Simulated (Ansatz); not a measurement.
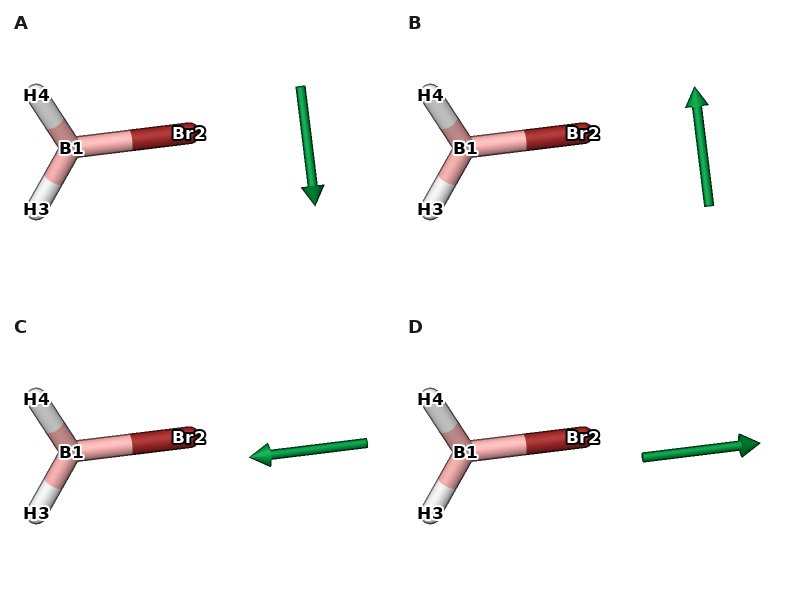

The same molecule four times, each with an arrow. The geometry was computed by an optimisation with PBE0-D4/def2-TZVP. Method: RKS PBE0-D4/def2-TZVP (Ansatz 0.2.0).

### Which arrow points along the dipole moment, from the negative to the positive end?

C. The dipole moment is 0.54 D; it points from the side of Br2 to the side of H3, H4 (the outermost atoms at the two ends).
